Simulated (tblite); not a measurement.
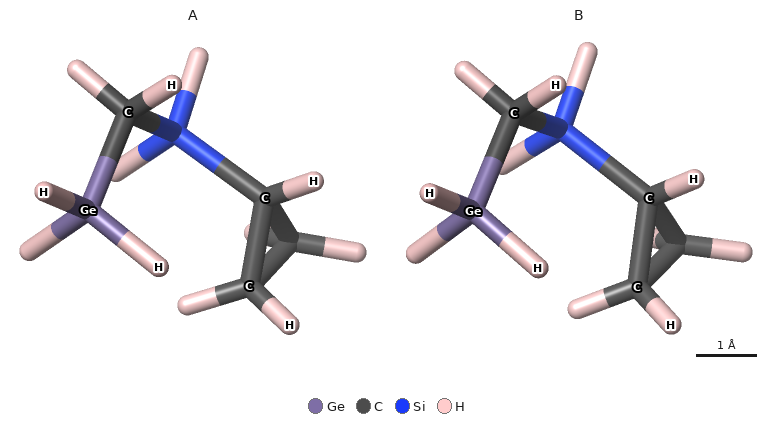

Two geometries of C₄H₁₂GeSi, drawn at one scale. One is the start of a relaxation, the other its converged end. Style: stick. Shown from a free direction.

The calculation used GFN2-xTB geometry optimisation, gas phase (tblite). 

> Which of the two is the end point?

Structure B is the relaxed one. The energy falls by 0.344 eV in 43 geometry steps. The atom that moves furthest after the best rigid fit is an H atom (0.16 Å). By element the largest moves are H 0.16 Å, C 0.09 Å, Si 0.07 Å, Ge 0.05 Å. Among the contacts that change: Ge–H 1.556 → 1.503 Å, C–H 1.117 → 1.080 Å, C–Ge 1.930 → 1.963 Å, C–C 1.511 → 1.492 Å. Bond angles that change, for instance: H–C–H 121.7° → 113.4°, H–C–H 121.5° → 113.4°, Si–C–C 114.0° → 119.9°. The run took 0.53 s on 1 thread of Arm Neoverse N1, on a shared host.
